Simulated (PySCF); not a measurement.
## Geometry relaxation of CH3BF3Ge (charge +1) (part 4 of 4)

Continued. System: CH3BF3Ge, charge +1, SMILES [CH3][Ge+]([F])[B](F)F. Method: HF/3-21G, RHF (PySCF 2.14.0). The atoms were displaced at random from an optimised geometry.

Geometry of the input (Å):
```
C  -1.8618  -0.1664  -0.0025
Ge 0.0241  0.2343  -0.0008
F  0.1502  1.9547  -0.0361
B  2.3196  -0.3222  -0.0312
F  3.0353  0.6961  0.0241
F  2.7649  -1.5188  0.0831
H  -2.0179  -1.2118  -0.1277
H  -2.2030  0.1771  -0.8780
H  -2.1807  0.2432  0.9202
```

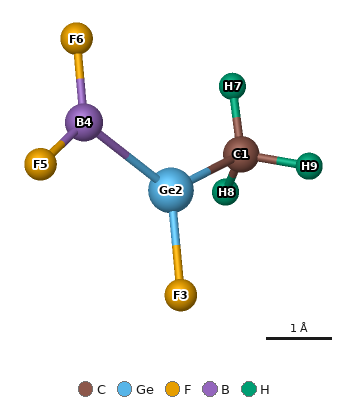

The geometry at step 8 of the log (ball-and-stick view, seen at a tilt; atoms are numbered from 1 in the order of the input).

### Trajectory as extended XYZ, continued
```
9
Properties=species:S:1:pos:R:3:forces:R:3 step=7 energy=-66012.15971
C    -1.6100   -0.2377   -0.0192    0.0174  -0.0090   0.0025
Ge    0.1240    0.5624   -0.0070   -0.0058   0.0074   0.0030
F     0.0900    2.2300   -0.0055    0.0027  -0.0048   0.0005
B     2.0619   -0.2671    0.0115    0.0054   0.0091  -0.0018
F     3.1085    0.5260   -0.0328    0.0002  -0.0004  -0.0014
F     2.1441   -1.5810    0.0667   -0.0021  -0.0072   0.0017
H    -1.5476   -1.3186   -0.0351   -0.0056   0.0011   0.0018
H    -2.1706    0.0994   -0.8877   -0.0080   0.0039  -0.0081
H    -2.1695    0.0731    0.8603   -0.0043   0.0000   0.0018
9
Properties=species:S:1:pos:R:3:forces:R:3 step=8 energy=-66012.15972
C    -1.6098   -0.2379   -0.0193    0.0052  -0.0022  -0.0008
Ge    0.1239    0.5628   -0.0064   -0.0006  -0.0019   0.0017
F     0.0907    2.2303   -0.0047   -0.0012   0.0010   0.0011
B     2.0621   -0.2667    0.0114    0.0029   0.0016  -0.0017
F     3.1091    0.5256   -0.0343   -0.0024  -0.0016  -0.0011
F     2.1433   -1.5807    0.0676   -0.0005   0.0001   0.0017
H    -1.5478   -1.3188   -0.0353   -0.0008   0.0004   0.0003
H    -2.1706    0.0994   -0.8879   -0.0017   0.0012  -0.0023
H    -2.1701    0.0724    0.8600   -0.0009   0.0014   0.0011
```

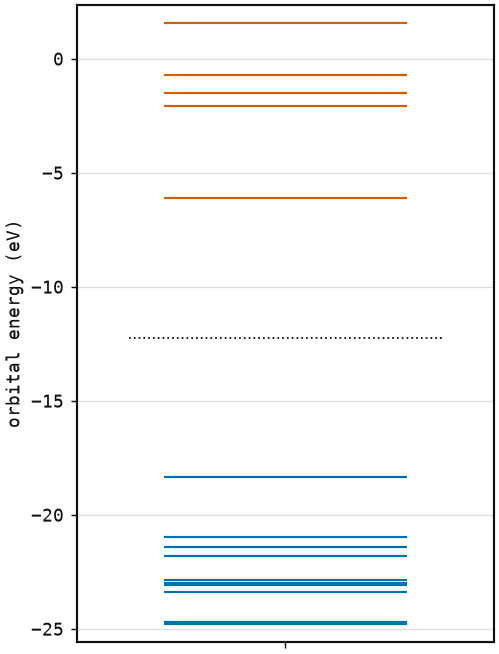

Orbital energies near the frontier; the dotted line parts filled from empty levels, and levels within 0.02 eV of each other stand side by side. Highest filled −18.36 eV, lowest empty −6.13 eV, 12.23 eV apart.

### Results in brief

| quantity | value |
| --- | --- |
| outcome | converged |
| total energy | −2425.902125 hartree |
| basis functions | 73 |
| HOMO | −18.36 eV |
| LUMO | −6.13 eV |
| hardware | 1 thread of Intel Xeon (Granite Rapids), 176 GiB of memory available, shared host |
| wall time | 17 s |
| peak memory | 0.19 GiB |

### Remarks

The record of the run, not the program, notes: dipole of an ion depends on the origin.
